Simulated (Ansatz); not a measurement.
# Fields on a plane of Si (diamond)

```
CELL_PARAMETERS angstrom
      0.00000     2.73494     2.73494
      2.73494     0.00000     2.73494
      2.73494     2.73494     0.00000
ATOMIC_POSITIONS crystal
  Si 0.50000 0.50000 0.50000
  Si 0.75000 0.75000 0.75000
```

The slice is a {100} plane (indices of the conventional cell) through the point (0.750, 0.750, 0.750) (fractional), spanned by u = [100] and v = [0 1 -1] in vectors of this cell: u (3.87 Å) and v (3.87 Å, at 90° to u). It covers one period; positions are fractions (u, v).

Atoms on it: Si at (0.00, 0.00).

The numbers are results of PBE (plane waves to 420 eV, PAW, scalar-relativistic; Ansatz, a first-principles code), not measurements. k mesh 10×10×10. These are valence fields of a PAW run, semicore shells included where kept as valence: close to a nucleus they are smooth pseudo fields. Si was relaxed with its symmetry unable to fall. The PAW data are Ansatz's earlier set.

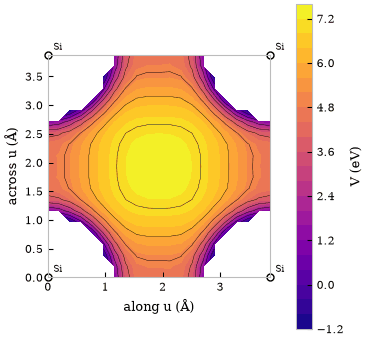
Electrostatic potential energy of an electron, from the cell's mean, in eV, one period of the plane, atoms marked. Points within 1 Å of a nucleus are left white, as the pseudised field means little there. Values under -1 eV are set to -1. The zero, the cell's mean, hangs on the PAW cores.

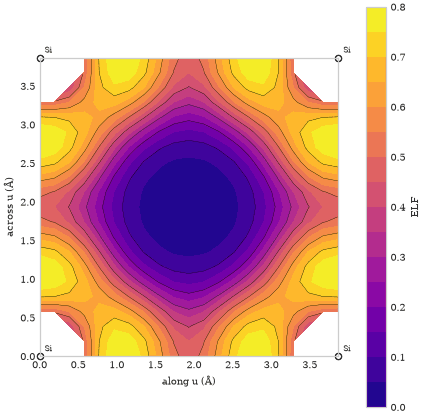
*Electron localisation function (ELF), one period of the plane, atoms marked. Points within 0.5 Å of a nucleus are left white, as the pseudised field means little there.*
